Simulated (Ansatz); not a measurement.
**SiGeH2 (singlet): wave-function methods side by side at distance Ge2–H4 = 2.104 Å, cc-pVTZ**

Aim: climb from Hartree-Fock through coupled cluster and multireference methods for SiGeH2 (singlet) at one geometry and basis, and see what each rung misses.

The runs use Ansatz 0.2.0, Gaussian basis; cc-pVTZ, core rule «outside noble gas», up to 19 orbitals frozen.

The runs, in order: UHF; CCSD(T) on RHF; CCSD(T) on UHF; BCCD(T) on RHF; CCSDT(Q) on RHF; CCSDT(Q) on UHF; CASSCF and NEVPT2, 2 electrons in 2 orbitals; CASSCF and NEVPT2, 10 electrons in 10 orbitals.

**1. The system**

The geometry derives from a PBE0/def2-TZVP stationary point (not a proven minimum). One bond is set to the value named and the two fragments are kept rigid. No spin-orbit coupling is included. The filled d shell of Ge may be among the frozen orbitals whatever the setting's name suggests.

4 atoms, charge 0, spin multiplicity 1.

Atoms are counted from 1 here; the program's logs count them from 0.

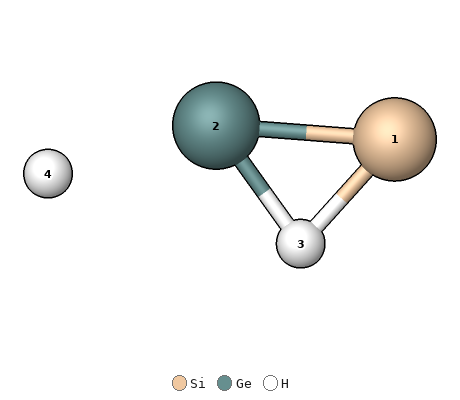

The structure; silicon light orange, germanium teal, hydrogen white; atoms are numbered from 1 in the order of the file.

In the tables R marks a restricted determinant and U an unrestricted one; 'pair' is the active space of 2 electrons in 2 orbitals; 'valence' is the active space of 10 electrons in 10 orbitals; energies count from the table's Hartree-Fock row.

**2. UHF**

The input, in.yaml:

```yaml
crystal:
  periodic: [false, false, false]
  atoms:
    - {symbol: Si, position_ang: [0.000000, -0.005784, 1.571254]}
    - {symbol: Ge, position_ang: [0.000000, -0.025716, -0.579339]}
    - {symbol: H, position_ang: [0.000000, 1.324769, 0.527788]}
    - {symbol: H, position_ang: [0.000000, 0.689691, -2.557977]}
basis:
  gaussian: {orbitals: cc-pVTZ}
magnetization: {spin_polarized: true, initial_magnetization: 0}
hamiltonian: {xc: hf}
output: {orbitals: {seedname: orbitals}}
```

Command:

```console
ansatz run in.yaml --threads 1 --pin off --events-out ev --progress --plain --max-ram 2816MiB --backend cpu
```

Standard output:

```text
Functional definition: HF
  name "HF"
  cite "Fock, Z. Phys. 61, 126 (1930) doi:10.1007/BF01340294"
  parent pbe
  exchange = exact_x
  correlation = 0
942 factors; their error is unknown
mean field evaluation 1: about -64363.0379 eV, gradient 6.1e0 eV
mean field evaluation 2: about -64363.4712 eV, gradient 2.1e0 eV
mean field evaluation 4: about -64363.5564 eV, gradient 3.0e-1 eV
mean field evaluation 8: about -64363.5588 eV, gradient 6.4e-2 eV
mean field evaluation 16: about -64364.5877 eV, gradient 2.0e-5 eV
mean field evaluation 32: about -64364.7767 eV, gradient 4.1e-2 eV
mean field evaluation 64: about -64364.7475 eV, gradient 9.5e-2 eV
mean field evaluation 96: about -64364.7040 eV, gradient 3.5e-1 eV
mean field evaluation 128: about -64364.7099 eV, gradient 7.7e-1 eV
mean field evaluation 160: about -64363.7997 eV, gradient 1.4e0 eV
mean field evaluation 192: about -64363.9801 eV, gradient 5.3e-2 eV
mean field evaluation 224: about -64364.5877 eV, gradient 5.4e-5 eV
mean field -64364.77693900 eV, -2365.3619244953 hartree, gradient 1.8e-5 eV, S^2 0.773888; 9 other end points of the search recorded, 0 dependent functions left out
reference -64364.77693900 eV, -2365.3619244953 hartree; 24, 24 occupied and 81, 81 virtual orbitals, 942 factors
Total energy: -64364.77693900 eV, -2365.3619244953 hartree
```

It took 18 s on 1 thread of AMD EPYC 7R13, shared host; peak memory 0.37 GiB.

From the report: ⟨S²⟩ of the determinant 0.774 (pure singlet: 0.00). The determinant of HF (⟨S²⟩ 0.77) is far from a pure spin state, so its energy mixes those of several spin states; that is harmless only where they are near-degenerate.

The unrestricted solution breaks the spin symmetry, so the restricted determinant is unstable here.

**3. CCSD(T) on RHF**

in.yaml: that of step 2 with these lines changed.

```diff
@@ -9,4 +9,3 @@
   gaussian: {orbitals: cc-pVTZ}
-magnetization: {spin_polarized: true, initial_magnetization: 0}
-hamiltonian: {xc: hf}
-output: {orbitals: {seedname: orbitals}}
+magnetization: {spin_polarized: false}
+correlation: {method: ccsd_t, electrons: outside_noble_gas}
```

Same command.

Standard output (excerpt; [...] marks lines left out):

```text
Functional definition: HF
  name "HF"
  cite "Fock, Z. Phys. 61, 126 (1930) doi:10.1007/BF01340294"
  parent pbe
[...]
645 factors; integrals over basis functions are off by at most 1.2e-3 eV
[...]
mean field -64364.58866210 eV, -2365.3550054469 hartree, gradient 2.4e-6 eV, S^2 0.000000; 0 other end points of the search recorded, 0 dependent functions left out; unrestricted orbitals would lower it
19 core orbitals not correlated: weight in the atoms' cores, before any rotation towards them, 1.000 or more for the frozen orbitals, at most 0.000 for the correlated occupied ones
reference -64364.58866210 eV, -2365.3550054469 hartree; 5, 5 occupied and 81, 81 virtual orbitals, 645 factors
second order -6.32660933 eV of doubles, -0.00000000 eV of singles
cycle   1  -6.74856341 eV  change   -4.2e-1 eV  update   1.0e-1
[...]
cycle  11  -7.15253107 eV  change   -6.2e-6 eV  update   8.4e-6
perturbative correction -0.48684269 eV, -0.0178911389 hartree
Total energy: -64372.22803586 eV, -2365.6357472544 hartree
```

Run time: 3 s. Hardware: 1 thread of AMD EPYC 7R13, shared host; peak memory 0.29 GiB.

From the report: correlation -7.6394 eV; T1 0.024; largest double amplitude 0.14.

**4. CCSD(T) on UHF**

in.yaml: that of step 3 with these lines changed.

```diff
@@ -9,3 +9,3 @@
   gaussian: {orbitals: cc-pVTZ}
-magnetization: {spin_polarized: false}
+magnetization: {spin_polarized: true, initial_magnetization: 0}
 correlation: {method: ccsd_t, electrons: outside_noble_gas}
```

Command:

```console
ansatz run in.yaml --threads 2 --pin off --events-out ev --progress --plain --max-ram 16896MiB --backend cuda --devices 0, --max-vram 18GiB
```

Standard output (excerpt; [...] marks lines left out):

```text
Functional definition: HF
  name "HF"
  cite "Fock, Z. Phys. 61, 126 (1930) doi:10.1007/BF01340294"
  parent pbe
[...]
645 factors; integrals over basis functions are off by at most 1.2e-3 eV
[...]
mean field -64364.77784894 eV, -2365.3619579353 hartree, gradient 6.9e-6 eV, S^2 0.773883; 23 other end points of the search recorded, 0 dependent functions left out
determinant -64364.77784894 eV, -2365.3619579353 hartree, with singles and doubles -64371.74527360 eV, -2365.6180060688 hartree
determinant -64364.74855948 eV, -2365.3608815673 hartree, with singles and doubles -64371.75197472 eV, -2365.6182523303 hartree
determinant -64363.98107390 eV, -2365.3326769925 hartree, with singles and doubles -64370.19584360 eV, -2365.5610655663 hartree
determinant -64362.38133203 eV, -2365.2738875630 hartree, with singles and doubles -64368.78005937 eV, -2365.5090364557 hartree
[...]
determinant -64361.37544952 eV, -2365.2369220628 hartree, with singles and doubles -64366.91854429 eV, -2365.4406270382 hartree
determinant -64361.31285685 eV, -2365.2346218245 hartree, with singles and doubles -64368.73925182 eV, -2365.5075368059 hartree
determinant -64364.77784894 eV, -2365.3619579353 hartree, with singles and doubles -64371.67820357 eV, -2365.6155412905 hartree
determinant -64364.74855948 eV, -2365.3608815673 hartree, with singles and doubles -64371.67800028 eV, -2365.6155338199 hartree
19 core orbitals not correlated: weight in the atoms' cores, before any rotation towards them, 1.000 or more for the frozen orbitals, at most 0.000 for the correlated occupied ones
reference -64364.74855948 eV, -2365.3608815673 hartree; 5, 5 occupied and 81, 81 virtual orbitals, 645 factors
second order -5.54991444 eV of doubles, -0.00000000 eV of singles
cycle   1  -6.92943753 eV  change    3.3e-6 eV  update   4.0e-6
perturbative correction -0.50210420 eV, -0.0184519891 hartree
Total energy: -64372.18010121 eV, -2365.6339856885 hartree
```

It took 20 s on 1 × H100 (card shared with other runs) with 2 threads of AMD EPYC 7R13, shared host; peak host memory 0.83 GiB.

From the report: ⟨S²⟩ of the determinant 0.699 (pure singlet: 0.00); correlation -7.4315 eV; T1 0.096; largest double amplitude 0.13. The determinant of CCSD(T) (⟨S²⟩ 0.70) is far from a pure spin state, so its energy mixes those of several spin states; high orders of coupled cluster remove much of that, low ones don't.

**5. BCCD(T) on RHF**

in.yaml: that of step 4 with these lines changed.

```diff
@@ -9,3 +9,3 @@
   gaussian: {orbitals: cc-pVTZ}
-magnetization: {spin_polarized: true, initial_magnetization: 0}
-correlation: {method: ccsd_t, electrons: outside_noble_gas}
+magnetization: {spin_polarized: false}
+correlation: {method: bccd_t, electrons: outside_noble_gas}
```

Command:

```console
ansatz run in.yaml --threads 1 --pin off --events-out ev --progress --plain --max-ram 2816MiB --backend cpu
```

Standard output (excerpt; [...] marks lines left out):

```text
Functional definition: HF
  name "HF"
  cite "Fock, Z. Phys. 61, 126 (1930) doi:10.1007/BF01340294"
  parent pbe
[...]
645 factors; integrals over basis functions are off by at most 1.2e-3 eV
[...]
mean field -64364.58866210 eV, -2365.3550054469 hartree, gradient 2.4e-6 eV, S^2 0.000000; 0 other end points of the search recorded, 0 dependent functions left out; unrestricted orbitals would lower it
19 core orbitals not correlated: weight in the atoms' cores, before any rotation towards them, 1.000 or more for the frozen orbitals, at most 0.000 for the correlated occupied ones
reference -64364.58866210 eV, -2365.3550054469 hartree; 5, 5 occupied and 81, 81 virtual orbitals, 645 factors
second order -6.32660933 eV of doubles, -0.00000000 eV of singles
cycle   1  -6.76835699 eV  change   -4.4e-1 eV  update   1.0e-1
[...]
cycle  12  -7.13071864 eV  change    9.8e-7 eV  update   5.0e-6
perturbative correction -0.51192444 eV, -0.0188128761 hartree
Total energy: -64372.23130517 eV, -2365.6358673997 hartree
```

Run time: 3.6 s. Hardware: 1 thread of AMD EPYC 7R13, shared host; peak memory 0.35 GiB.

From the report: correlation -7.6426 eV; largest double amplitude 0.14.

**6. CCSDT(Q) on RHF**

in.yaml: that of step 5 with these lines changed.

```diff
@@ -10,2 +10,2 @@
 magnetization: {spin_polarized: false}
-correlation: {method: bccd_t, electrons: outside_noble_gas}
+correlation: {method: ccsdt_q, electrons: outside_noble_gas}
```

Command:

```console
ansatz run in.yaml --threads 2 --pin off --events-out ev --progress --plain --max-ram 16896MiB --backend cuda --devices 0, --max-vram 18GiB
```

Standard output (excerpt; [...] marks lines left out):

```text
Functional definition: HF
  name "HF"
  cite "Fock, Z. Phys. 61, 126 (1930) doi:10.1007/BF01340294"
  parent pbe
[...]
1261 factors; integrals over basis functions are off by at most 2.2e-7 eV
[...]
mean field -64364.58868255 eV, -2365.3550061987 hartree, gradient 2.5e-6 eV, S^2 0.000000; 0 other end points of the search recorded, 0 dependent functions left out; unrestricted orbitals would lower it
19 core orbitals not correlated: weight in the atoms' cores, before any rotation towards them, 1.000 or more for the frozen orbitals, at most 0.000 for the correlated occupied ones
reference -64364.58868255 eV, -2365.3550061987 hartree; 5, 5 occupied and 81, 81 virtual orbitals, 1261 factors
second order -6.32665213 eV of doubles, -0.00000000 eV of singles
cycle   1  -6.74853383 eV  change   -4.2e-1 eV  update   1.3e-1
[...]
cycle  18  -7.67512014 eV  change    3.5e-7 eV  update   5.0e-7
perturbative correction -0.04878733 eV, -0.0017929014 hartree
Total energy: -64372.31259002 eV, -2365.6388545627 hartree
```

Wall time 9.5 s (1 × H100 (card shared with other runs) with 2 threads of AMD EPYC 7R13, shared host); peak host memory 0.84 GiB.

From the report: correlation -7.7239 eV; T1 0.026; largest double amplitude 0.16.

**7. CCSDT(Q) on UHF**

in.yaml: that of step 6 with these lines changed.

```diff
@@ -9,3 +9,3 @@
   gaussian: {orbitals: cc-pVTZ}
-magnetization: {spin_polarized: false}
+magnetization: {spin_polarized: true, initial_magnetization: 0}
 correlation: {method: ccsdt_q, electrons: outside_noble_gas}
```

The command is unchanged.

Standard output (excerpt; [...] marks lines left out):

```text
Functional definition: HF
  name "HF"
  cite "Fock, Z. Phys. 61, 126 (1930) doi:10.1007/BF01340294"
  parent pbe
[...]
1261 factors; integrals over basis functions are off by at most 2.2e-7 eV
[...]
mean field -64364.77787417 eV, -2365.3619588624 hartree, gradient 7.0e-6 eV, S^2 0.773891; 23 other end points of the search recorded, 0 dependent functions left out
determinant -64364.77787417 eV, -2365.3619588624 hartree, with singles and doubles -64371.74530762 eV, -2365.6180073190 hartree
determinant -64364.74858040 eV, -2365.3608823363 hartree, with singles and doubles -64371.75201027 eV, -2365.6182536367 hartree
determinant -64363.98109513 eV, -2365.3326777727 hartree, with singles and doubles -64370.19587128 eV, -2365.5610665837 hartree
determinant -64362.38136324 eV, -2365.2738887100 hartree, with singles and doubles -64368.78036778 eV, -2365.5090477896 hartree
[...]
determinant -64361.31290203 eV, -2365.2346234847 hartree, with singles and doubles -64368.73924333 eV, -2365.5075364937 hartree
determinant -64364.77787417 eV, -2365.3619588624 hartree, with singles and doubles -64371.67820383 eV, -2365.6155413002 hartree
determinant -64364.74858040 eV, -2365.3608823363 hartree, with singles and doubles -64371.67800144 eV, -2365.6155338625 hartree
19 core orbitals not correlated: weight in the atoms' cores, before any rotation towards them, 1.000 or more for the frozen orbitals, at most 0.000 for the correlated occupied ones
reference -64364.74858040 eV, -2365.3608823363 hartree; 5, 5 occupied and 81, 81 virtual orbitals, 1261 factors
second order -5.54994403 eV of doubles, -0.00000000 eV of singles
cycle   1  -6.08176027 eV  change   -5.3e-1 eV  update   1.4e-1
[...]
cycle  23  -7.50428611 eV  change    9.6e-7 eV  update   2.9e-7
perturbative correction -0.05791909 eV, -0.0021284871 hartree
Total energy: -64372.31078560 eV, -2365.6387882515 hartree
```

Run time: 41 s. Hardware: 1 × H100 (card shared with other runs) with 2 threads of AMD EPYC 7R13, shared host; peak host memory 1 GiB.

From the report: ⟨S²⟩ of the determinant 0.699 (pure singlet: 0.00); correlation -7.5622 eV; T1 0.110; largest double amplitude 0.16. The determinant of CCSDT(Q) (⟨S²⟩ 0.70) is far from a pure spin state, so its energy mixes those of several spin states; high orders of coupled cluster remove much of that, low ones don't.

**8. CASSCF and NEVPT2, 2 electrons in 2 orbitals**

in.yaml: that of step 7 with these lines changed.

```diff
@@ -9,3 +9,2 @@
   gaussian: {orbitals: cc-pVTZ}
-magnetization: {spin_polarized: true, initial_magnetization: 0}
-correlation: {method: ccsdt_q, electrons: outside_noble_gas}
+correlation: {method: sc_nevpt2, electrons: outside_noble_gas, active_space: {window: {electrons: 2, orbitals: 2}}}
```

Same command.

Standard output:

```text
Functional definition: HF
  name "HF"
  cite "Fock, Z. Phys. 61, 126 (1930) doi:10.1007/BF01340294"
  parent pbe
  exchange = exact_x
  correlation = 0
645 factors; integrals over basis functions are off by at most 1.2e-3 eV
mean field evaluation 1: about -64363.8912 eV, gradient 8.4e0 eV
mean field evaluation 2: about -64364.0675 eV, gradient 8.4e0 eV
mean field evaluation 4: about -64364.5738 eV, gradient 1.2e0 eV
mean field evaluation 8: about -64364.5886 eV, gradient 8.5e-2 eV
mean field evaluation 16: about -64364.5887 eV, gradient 2.4e-6 eV
mean field -64364.58866210 eV, -2365.3550054469 hartree, gradient 2.4e-6 eV, S^2 0.000000; 0 other end points of the search recorded, 0 dependent functions left out; unrestricted orbitals would lower it
reference -64364.58866210 eV, -2365.3550054469 hartree; 24, 24 occupied and 81, 81 virtual orbitals, 645 factors
state -64365.41174789 eV, -2365.3852532920 hartree
state -64365.41174789 eV, -2365.3852532920 hartree; corrected -64371.05999332 eV, -2365.5928224831 hartree
Total energy: -64371.05999332 eV, -2365.5928224831 hartree
```

Run time: 1.6 s. Hardware: 1 × H100 (card shared with other runs) with 2 threads of AMD EPYC 7R13, shared host; peak host memory 0.8 GiB.

From the report: 4 determinants; active occupations 1.89, 0.11.

**9. CASSCF and NEVPT2, 10 electrons in 10 orbitals**

in.yaml: that of step 8 with these lines changed.

```diff
@@ -9,2 +9,2 @@
   gaussian: {orbitals: cc-pVTZ}
-correlation: {method: sc_nevpt2, electrons: outside_noble_gas, active_space: {window: {electrons: 2, orbitals: 2}}}
+correlation: {method: sc_nevpt2, electrons: outside_noble_gas, active_space: {window: {electrons: 10, orbitals: 10}, shells: [{species: Ge, l: s, shell: 4}, {species: Ge, l: p, shell: 4}, {species: H, l: s, shell: 1}, {species: Si, l: s, shell: 3}, {species: Si, l: p, shell: 3}]}}
```

Same command.

Standard output:

```text
Functional definition: HF
  name "HF"
  cite "Fock, Z. Phys. 61, 126 (1930) doi:10.1007/BF01340294"
  parent pbe
  exchange = exact_x
  correlation = 0
1261 factors; integrals over basis functions are off by at most 2.2e-7 eV
mean field evaluation 1: about -64363.8819 eV, gradient 8.4e0 eV
mean field evaluation 2: about -64364.0670 eV, gradient 8.4e0 eV
mean field evaluation 4: about -64364.5737 eV, gradient 1.2e0 eV
mean field evaluation 8: about -64364.5886 eV, gradient 8.5e-2 eV
mean field evaluation 16: about -64364.5887 eV, gradient 2.5e-6 eV
mean field -64364.58868255 eV, -2365.3550061987 hartree, gradient 2.5e-6 eV, S^2 0.000000; 0 other end points of the search recorded, 0 dependent functions left out; unrestricted orbitals would lower it
reference -64364.58868255 eV, -2365.3550061987 hartree; 24, 24 occupied and 81, 81 virtual orbitals, 1261 factors
state -64367.81359461 eV, -2365.4735195308 hartree
state -64367.81359461 eV, -2365.4735195308 hartree; corrected -64371.31970796 eV, -2365.6023668199 hartree
Total energy: -64371.31970796 eV, -2365.6023668199 hartree
Checks for a lower state left out: starts, orbital_swaps
```

Wall time 8 s (1 × H100 (card shared with other runs) with 2 threads of AMD EPYC 7R13, shared host); peak host memory 0.84 GiB.

From the report: 32,144 determinants; active occupations 1.99, 1.95, 1.94, 1.91, 1.86, 0.15, 0.09, 0.05, 0.03, 0.02.

**10. Natural occupations**

Natural occupations of the CASSCF valence state about the gap (report; correlated orbitals 1 to 10): 1.987, 1.952, 1.942, 1.912, 1.865, 0.146, 0.094, 0.048, 0.033, 0.022. The count of effectively unpaired electrons, Σ n²(2 − n)², is 0.23; a single determinant of this spin has 0.

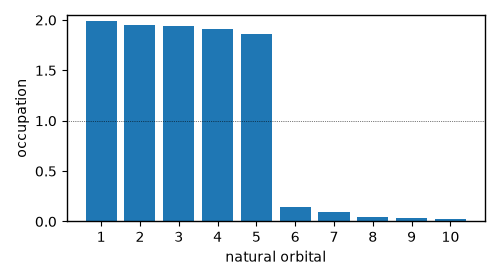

Natural occupations of the CASSCF valence state.

**11. The ladder**

No level here is safe as a reference; RCCSDT(Q) serves as a yardstick only. Rows without a time are mean-field rows or come out of runs for another level: lower rungs of the coupled-cluster runs, CASSCF and MRCISD of the multireference runs, or the Hartree-Fock search.

Differences are taken before rounding.

```csv
method,energy from the lowest RHF (meV),from RCCSDT(Q) (meV),time
RHF,0.0,+7723.9,
UHF,-188.3,+7535.7,18 s
RMP2,-6326.6,+1397.3,
UMP2,-5709.8,+2014.1,
RCCSD,-7152.5,+571.4,
UCCSD,-7089.3,+634.6,
RCCSD(T),-7639.4,+84.6,3 s
UCCSD(T),-7591.4,+132.5,20 s (GPU)
BCCD(T),-7642.6,+81.3,3.6 s
RCCSDT,-7675.1,+48.8,
UCCSDT,-7664.2,+59.7,
RCCSDT(Q),-7723.9,0,9.5 s (GPU)
UCCSDT(Q),-7722.1,+1.8,41 s (GPU)
CASSCF pair,-823.1,+6900.8,
NEVPT2 pair,-6471.3,+1252.6,1.6 s (GPU)
CASSCF valence,-3224.9,+4499.0,
NEVPT2 valence,-6731.0,+992.9,8 s (GPU)
```

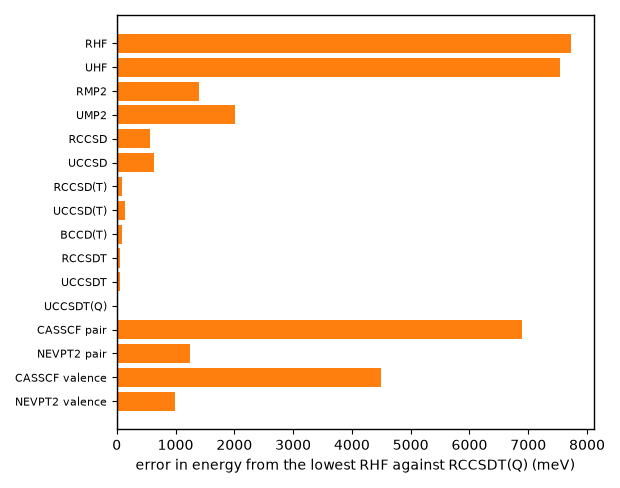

Error of each method against RCCSDT(Q).

Some runs used a GPU and others CPU threads alone; cost is compared among the GPU runs only.

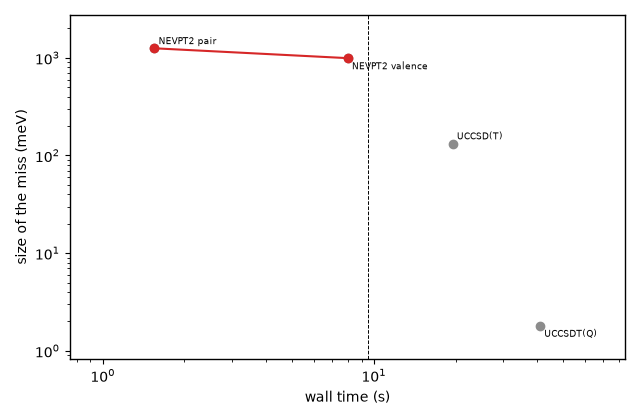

Accuracy for the time spent; red marks the levels that beat every quicker one drawn (of those quicker than the yardstick), and the dashed line is the time of RCCSDT(Q). Times are from a shared host.

**12. Outcome**

```
                      quantity        value
 RCCSDT(Q) from the RHF energy   -7.7239 eV
           RMP2 from RCCSDT(Q)  +1397.3 meV
           UMP2 from RCCSDT(Q)  +2014.1 meV
          RCCSD from RCCSDT(Q)   +571.4 meV
       RCCSD(T) from RCCSDT(Q)    +84.6 meV
       UCCSD(T) from RCCSDT(Q)   +132.5 meV
      UCCSDT(Q) from RCCSDT(Q)     +1.8 meV
    NEVPT2 pair from RCCSDT(Q)  +1252.6 meV
 NEVPT2 valence from RCCSDT(Q)   +992.9 meV
                 T1 diagnostic        0.024
effectively unpaired electrons         0.23
```

**Reading.** RCCSD(T) lands +84.6 meV from the yardstick (1.1 % of the correlation energy). CCSD(T) misses by +84.6 meV on the restricted determinant and by +132.5 meV on the unrestricted one; the two need not hold the same state or core. The occupations show static correlation (0.23 effectively unpaired electrons where one determinant has 0). Coupled cluster took another determinant than the lowest Hartree-Fock one. Warnings: restricted reference is unstable; spin contamination; coupled cluster took another determinant than the lowest; large T1 diagnostic.
